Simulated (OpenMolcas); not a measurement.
# singlet CH2F3Si+: levels of theory compared

We compute a comparison of 6 runs (HF/def2-SVP, B3LYP/def2-SVP, BHLYP/def2-SVP, M06-L/def2-SVP, TPSS/def2-SVP, CCSD(T)/def2-SVP) of singlet CH2F3Si+. 

The results are computed with OpenMolcas 26.06.

1 further run of the same task is left out (set aside as unsound or not needed).

**1. The molecule**

CH2F3Si+ has 7 atoms, charge +1, and is taken as a singlet. As SMILES of the parent species, `[CH2][Si](F)(F)F`. The coordinates come from a PBE0-D4/def2-TZVP relaxation. That shape belongs to the parent species and isn't relaxed for this state.

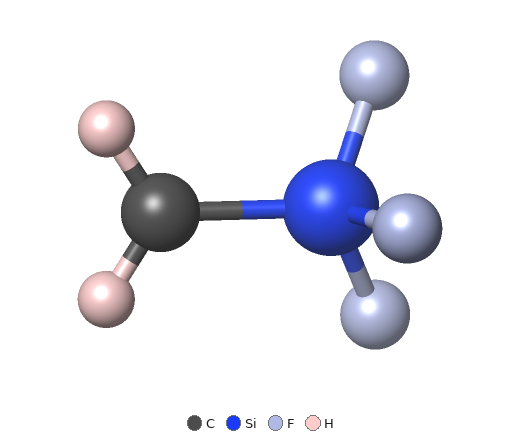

The structure, seen from a chosen angle (carbon dark grey, silicon blue, fluorine light blue, hydrogen pink).

**2. The energy at HF/def2-SVP (run 1)**

File run.input:

```
* CH2F3Si Hartree-Fock
>>> EXPORT MOLCAS_PRINT=2
&GATEWAY
BasLib=$CurrDir
Coord
7
angstrom
C       -0.691800       0.401700       0.763500
Si       0.442900      -0.260900      -0.483500
F        0.009400       0.178500      -1.934200
F        0.495400      -1.838000      -0.481100
F        1.916900       0.241300      -0.236600
H       -1.731100       0.616200       0.542200
H       -0.380400       0.593100       1.784100
Basis=def2-SVP
Group=NoSym
&SEWARD
&SCF
Charge=1
Thresholds=1e-10 1e-07 1e-07 1e-05
PrOrbitals=1 2
```

The basis set def2-SVP is read from a file made from the Basis Set Exchange's data (not shown).

Launch:

```
$ export MOLCAS_MEM=1860
$ pymolcas run.input > run.log
```

What it wrote:

```text
--- Start Module: gateway ---
[...]
--- Stop Module: gateway /rc=_RC_ALL_IS_WELL_ ---
--- Start Module: seward ---
[...]
      Basis functions           84
--- Stop Module: seward /rc=_RC_ALL_IS_WELL_ ---
[...]
--- Start Module: scf ---
[...]
       Convergence after  18 Iterations
[...]
::    Total SCF energy                               -625.7025877359
[...]
      Total spin, S                                     0.0000000000
[...]
      Total electronic charge=   48.000000
      Total            charge=    1.000000
[...]
      Dipole Moment (debye):
      Origin of the operator (angstrom)=    0.4846   -0.2849   -0.5294
                   X= -6.4150E+00               Y=  3.6985E+00               Z=  7.0544E+00           Total=  1.0227E+01
      Center of Charge (angstrom)
[...]
--- Stop Module: scf /rc=_RC_ALL_IS_WELL_ ---
[...]
```

Run time: 7.8 s. Hardware: 1 thread of Intel Xeon at 2.60GHz (Ice Lake), shared host; peak memory 0.46 GiB.

**3. The energy at B3LYP/def2-SVP (run 2)**

File mol.xyz:

```xyz
7

C     -0.691800     0.401700     0.763500
Si     0.442900    -0.260900    -0.483500
F      0.009400     0.178500    -1.934200
F      0.495400    -1.838000    -0.481100
F      1.916900     0.241300    -0.236600
H     -1.731100     0.616200     0.542200
H     -0.380400     0.593100     1.784100
```

File job.inp:

```
&GATEWAY
BasLib=$CurrDir
Coord=mol.xyz
Basis=def2-SVP
Group=NoSym
&SEWARD
GridInput
Grid=UltraFine
End of Grid
&SCF
Charge=1
KSDFT=B3LYP
Thresholds=1e-10 1e-07 1e-07 1e-05
PrOrbitals=1 1
```

The basis set def2-SVP is read from a file made from the Basis Set Exchange's data (not shown).

Launch:

```
$ export MOLCAS_MEM=1860
$ pymolcas job.inp > job.log
```

What it wrote:

```text
--- Start Module: gateway ---
[...]
--- Stop Module: gateway /rc=_RC_ALL_IS_WELL_ ---
--- Start Module: seward ---
[...]
      Basis functions           84
--- Stop Module: seward /rc=_RC_ALL_IS_WELL_ ---
[...]
--- Start Module: scf ---
[...]
       Convergence after  19 Iterations
[...]
::    Total KS-DFT energy                            -627.7268184561
[...]
      Total spin, S                                     0.0000000000
[...]
      Total electronic charge=   48.000000
      Total            charge=    1.000000
[...]
      Dipole Moment (debye):
      Origin of the operator (angstrom)=    0.4846   -0.2849   -0.5294
                   X= -5.6460E+00               Y=  3.1396E+00               Z=  6.2290E+00           Total=  8.9741E+00
      Center of Charge (angstrom)
[...]
--- Stop Module: scf /rc=_RC_ALL_IS_WELL_ ---
[...]
```

Wall time 25 s (1 thread of Intel Xeon at 2.60GHz (Ice Lake), shared host); peak memory 0.47 GiB.

Runs 3 to 5 aren't shown in full; the table further down has their settings and results.

**4. A single-point energy at CCSD(T)/def2-SVP (run 6)**

File mol.inp:

```
&GATEWAY
  BasLib=$CurrDir
  Coord
  7
  angstrom
  C       -0.691800       0.401700       0.763500
  Si       0.442900      -0.260900      -0.483500
  F        0.009400       0.178500      -1.934200
  F        0.495400      -1.838000      -0.481100
  F        1.916900       0.241300      -0.236600
  H       -1.731100       0.616200       0.542200
  H       -0.380400       0.593100       1.784100
  Basis=def2-SVP
  Group=NoSym

&SEWARD

&SCF
  Charge=1
  Thresholds=1e-10 1e-07 1e-07 1e-05
  PrOrbitals=0

&RASSCF
  FileOrb=$Project.ScfOrb
  Spin=1
  Nactel=0 0 0
  Inactive=24
  Ras2=0
  OutOrbitals=Canonical
  OrbListing=Nothing

&MOTRA
  JobIph
  Frozen=9

&CCSDT
  CCT
  Triples=2
  Iterations=80
  Accuracy=1e-08
  Extrapolation=5 4
```

The basis set def2-SVP is read from a file made from the Basis Set Exchange's data (not shown).

Launch:

```
$ export MOLCAS_MEM=1860
$ pymolcas mol.inp > mol.log
```

What it wrote:

```text
--- Start Module: gateway ---
[...]
--- Stop Module: gateway /rc=_RC_ALL_IS_WELL_ ---
[...]
      Basis functions           84
[...]
       Convergence after  18 Iterations
[...]
::    Total SCF energy                               -625.7025877359
[...]
      Total spin, S                                     0.0000000000
[...]
      Number of active orbitals                  0
[...]
      Spin quantum number                      0.0
[...]
      Active orbitals                            0
[...]
      Number of CSFs                             1
[...]
      Number of root(s) required                 1
[...]
      Convergence after  4 iterations
[...]
      Natural orbitals and occupation numbers for root  1
      ************************************************************************************************************************
      *                                                    Final results                                                     *
      ************************************************************************************************************************
[...]
::    RASSCF root number  1 Total energy:   -625.70258774
[...]
      Total electronic charge=   48.000000
      Total            charge=    1.000000
[...]
      Dipole Moment (debye):
      Origin of the operator (angstrom)=    0.4846   -0.2849   -0.5294
                   X= -6.4150E+00               Y=  3.6985E+00               Z=  7.0544E+00           Total=  1.0227E+01
      Center of Charge (angstrom)
[...]
--- Start Module: motra ---
[...]
--- Stop Module: motra /rc=_RC_ALL_IS_WELL_ ---
[...]
--- Start Module: ccsdt ---
[...]
      Convergence after                    21  Iterations
      Total energy (diff) :    -626.46894501      -0.00000000
[...]
 METHOD                       : CCSD+T(CCSD)+<T3(1)WT1> = CCSD(T)
[...]
       CCSD     =      -626.4689450147802
[...]
```

Run time: 85 s. Hardware: 1 thread of Intel Xeon at 2.60GHz (Ice Lake), shared host; peak memory 0.46 GiB.

**5. The series**

```
run             level  integration grid  frozen core orbitals  energy (Eh)  HOMO energy (eV)  LUMO energy (eV)  HOMO–LUMO gap (eV)  wall time
  1       HF/def2-SVP                 –                     –  -625.702588            -23.07             -8.92               14.14      7.8 s
  2    B3LYP/def2-SVP         UltraFine                     –  -627.726818            -17.13            -13.68                3.45       25 s
  3    BHLYP/def2-SVP         UltraFine                     –  -627.583976            -19.51            -12.23                7.28       21 s
  4    M06-L/def2-SVP         UltraFine                     –  -627.664546            -15.99            -13.97                2.03       32 s
  5     TPSS/def2-SVP         UltraFine                     –  -627.759376            -15.67            -14.12                1.55       42 s
  6  CCSD(T)/def2-SVP                 –                     9  -626.482078            -23.07             -8.92               14.14       85 s
```

**6. Outcome**

```
                                          quantity          value
                               run 6: total energy  -626.48208 Eh
        run 6: HOMO energy (Hartree–Fock orbitals)      -23.07 eV
        run 6: LUMO energy (Hartree–Fock orbitals)       -8.92 eV
      run 6: HOMO–LUMO gap (Hartree–Fock orbitals)       14.14 eV
run 6: correlation energy (9 core orbitals frozen)     -779.5 mEh
                             run 6: (T) correction     -13.13 mEh
```

What this shows: Over runs 1, 2, 3, 4, 5 the HOMO–LUMO gap runs from 1.55 eV (TPSS/def2-SVP) to 14.14 eV (HF/def2-SVP). Exact exchange widens orbital gaps. Totals of different functionals can't be ranked against each other. All runs together took 3.5 min, the longest 85 s.
